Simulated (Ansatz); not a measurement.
BH4SOCl: several calculations on one system

## 1. Relaxation

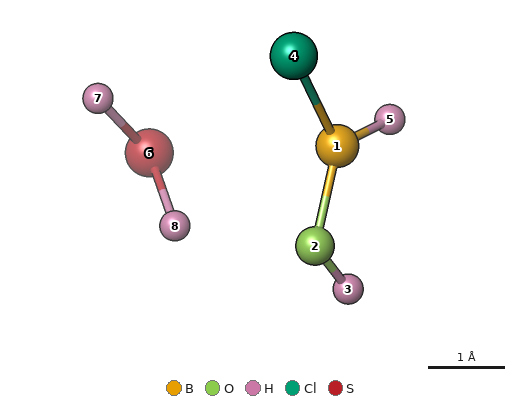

This is the input geometry for a relaxation of BH4SOCl. A ball-and-stick model, seen at a tilt.

The run prepares an end point of a later path (reaction) calculation, from a guessed geometry.

Theory: RKS BLYP/6-31G* (Ansatz).

The input:
```yaml
crystal:
  periodic: [false, false, false]
  atoms:
    - { symbol: B, position_ang: [-0.029591, -0.235546, 0.109182] }
    - { symbol: O, position_ang: [-0.168707, -0.620208, 1.436931] }
    - { symbol: H, position_ang: [-1.106499, -0.531368, 1.709964] }
    - { symbol: Cl, position_ang: [1.577238, -0.476103, -0.628651] }
    - { symbol: H, position_ang: [-0.941323, 0.134983, -0.56914] }
    - { symbol: S, position_ang: [0.414608, 2.603977, 1.26842] }
    - { symbol: H, position_ang: [1.741945, 2.495219, 0.986728] }
    - { symbol: H, position_ang: [0.417829, 1.436846, 2.012466] }
basis:
  gaussian: { orbitals: "6-31G*" }
hamiltonian:
  xc: blyp
relax:
  f_tol: 0.03
  max_steps: 50
output:
  orbitals: {}
```

Command:
```bash
ansatz run input.yaml --threads 1 --pin off --max-ram 2048MiB --backend cpu --events-out ev --progress --plain --runs-dir out
```

Where does the relaxation end?

After 25 accepted moves (30 points after the start) the energy has fallen by 4.53 kcal/mol. Largest force component: 0.66 eV/Å at the start, 0.027 eV/Å at the end. The line search rejected the trial steps at points 10, 17, 20, 21, 28 of the run. The forces were under the threshold at step 18, but the run went on from there. The largest move after the best rigid fit is that of H5, 1.70 Å. By element the largest moves are H 1.70 Å, S 1.48 Å, O 0.82 Å, B 0.71 Å, Cl 0.61 Å. Near-neighbour distances that change, for instance: B1–O2 1.389 → 1.364 Å, S6–H8 1.384 → 1.364 Å, B1–Cl4 1.784 → 1.778 Å. The run took 74 s on 1 thread of Arm Neoverse V2 (shared host), peak memory 0.15 GiB.

Step by step:

```tsv
step	E − E(0), kcal/mol	largest force component, eV/Å	note
0	0.00	0.6594	
1	-2.21	0.5359	
2	-2.81	0.4121	
3	-3.09	0.2809	
4	-3.48	0.1399	
5	-3.52	0.1767	
6	-3.63	0.2177	
7	-3.71	0.2862	
8	-3.80	0.1483	
9	-3.82	0.2400	
10	-3.77	0.5653	rejected
11	-3.91	0.0776	
12	-3.96	0.0623	
13	-4.02	0.3078	
14	-4.09	0.2798	
15	-4.20	0.0485	
16	-4.25	0.1608	
17	-3.75	0.5952	rejected
18	-4.33	0.0268	
19	-4.37	0.1067	
21	-4.31	0.2557	rejected
22	-4.40	0.0376	
23	-4.43	0.0533	
24	-4.45	0.1309	
25	-4.47	0.0744	
26	-4.49	0.0136	
27	-4.50	0.0976	
28	-4.43	0.2239	rejected
29	-4.52	0.0203	
30	-4.53	0.0274
```

The structure at the end:

```xyz
8

B    -0.2239   -0.8631   -0.1614
O    -0.3511   -0.0201    0.9031
H    -1.2578   -0.0492    1.2745
Cl    1.3556   -0.9311   -0.9741
H    -1.1199   -1.5506   -0.5621
S     1.0964    2.9527    2.5362
H     1.5884    3.5007    1.3895
H     0.8177    1.7684    1.9202
```

After the run, drawn alike:

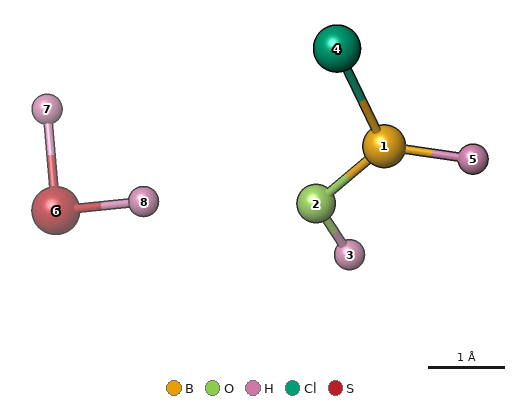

Limits of the set-up: the start holds two separate molecules, 2.2 Å apart at their closest, whose relative position is a soft coordinate and is computed without a dispersion correction.

## 2. Relaxation

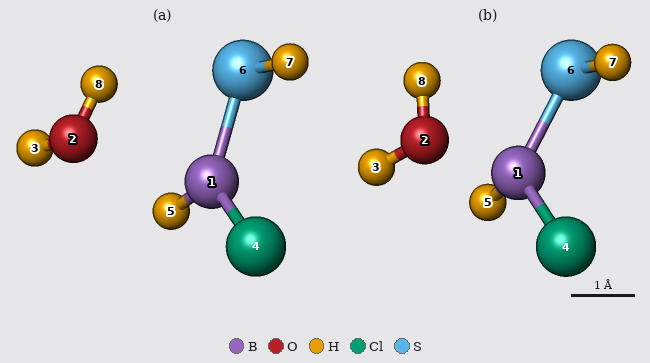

The structure of BH₄SOCl before (left) and after (right) a relaxation, at one scale.

The picture is a ball-and-stick view, seen at a tilt.

The run prepares an end point of a later path (reaction) calculation, from a guessed geometry.

Level of theory: RKS BLYP/6-31G* (Ansatz 0.2.0).

Input file:
```yaml
crystal:
  periodic: [false, false, false]
  atoms:
    - { symbol: B, position_ang: [0.245656, 0.600773, -0.203445] }
    - { symbol: O, position_ang: [-0.125942, -0.415738, 2.167308] }
    - { symbol: H, position_ang: [-1.097091, -0.550461, 2.122194] }
    - { symbol: Cl, position_ang: [1.65196, -0.337645, -0.736708] }
    - { symbol: H, position_ang: [-0.85572, 0.245542, -0.491184] }
    - { symbol: S, position_ang: [0.387409, 2.329822, 0.496516] }
    - { symbol: H, position_ang: [1.745037, 2.377087, 0.616634] }
    - { symbol: H, position_ang: [-0.045808, 0.558421, 2.354584] }
basis:
  gaussian: { orbitals: "6-31G*" }
hamiltonian:
  xc: blyp
relax:
  f_tol: 0.03
  max_steps: 50
output:
  orbitals: {}
```

Launched with:
```bash
ansatz run input.yaml --threads 1 --pin off --max-ram 2048MiB --backend cpu --events-out ev --progress --plain --runs-dir out
```

### What changed between the two?

Over 13 accepted moves (15 points after the start) the energy falls by 2.09 kcal/mol. Largest force component: 0.52 eV/Å at the start, 0.013 eV/Å at the end. The line search rejected the trial steps at points 1, 12 of the run. The atom that moves furthest after the best rigid fit is O2 (0.45 Å). By element the largest moves are O 0.45 Å, H 0.44 Å, B 0.35 Å, Cl 0.24 Å, S 0.06 Å. Some distances before and after: B1–O2 2.606 → 1.831 Å, B1–Cl4 1.773 → 1.823 Å, B1–S6 1.871 → 1.889 Å, B1–H5 1.192 → 1.200 Å. Among the angles between lasting bonds that change: Cl4–B1–H5 120.2° → 115.9°, H3–O2–H8 102.9° → 106.5°, H5–B1–S6 115.8° → 112.3°.

Limits of the set-up: the start holds two separate molecules, 2.6 Å apart at their closest, whose relative position is a soft coordinate and is computed without a dispersion correction.

## 3. Path

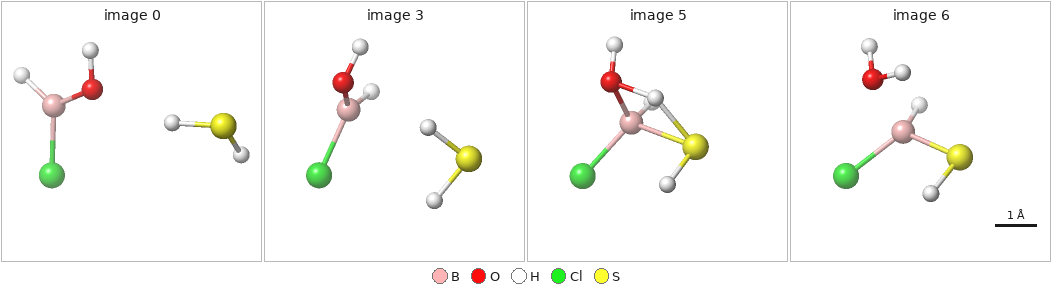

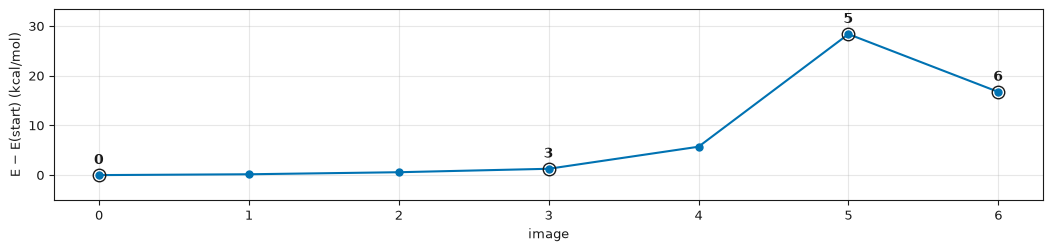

A search for the minimum-energy path of BH4SOCl, made up at the start of BH$_{2}$OCl and H2S by the nudged elastic band. Images are numbered from 0 (start) to 6 (end). A ball-and-stick model, seen at a tilt.

Computed with RKS BLYP/6-31G* (Ansatz 0.2.0). Run with 5 movable images; climbing image; force threshold 0.05 eV/Å; iteration limit 60; starting path through a guess of the saddle point.

> Read off the barrier and say what moves.

The highest point, image 5, lies 28.4 kcal/mol above the start and 11.6 kcal/mol above the end; the end is at +16.8 kcal/mol relative to the start. Breaking: B–O (1.36 → 1.83 Å), H–S (1.36 → 2.60 Å). Forming: B–S (4.86 → 1.89 Å), H–O (2.37 → 0.99 Å). The band converged in 27 iterations. The largest component of the band force went from 43 to 0.02 eV/Å. The climbing image converged on the top of the path. Its vibrational analysis gives one imaginary mode (1091i cm⁻¹), as a transition state must have.

Limits of the set-up: the start holds two separate molecules, 2.4 Å apart at their closest, whose relative position is a soft coordinate and is computed without a dispersion correction.

The run took 4.6 min on 1 thread of Arm Neoverse V2, on a shared host, peak memory 0.12 GiB.
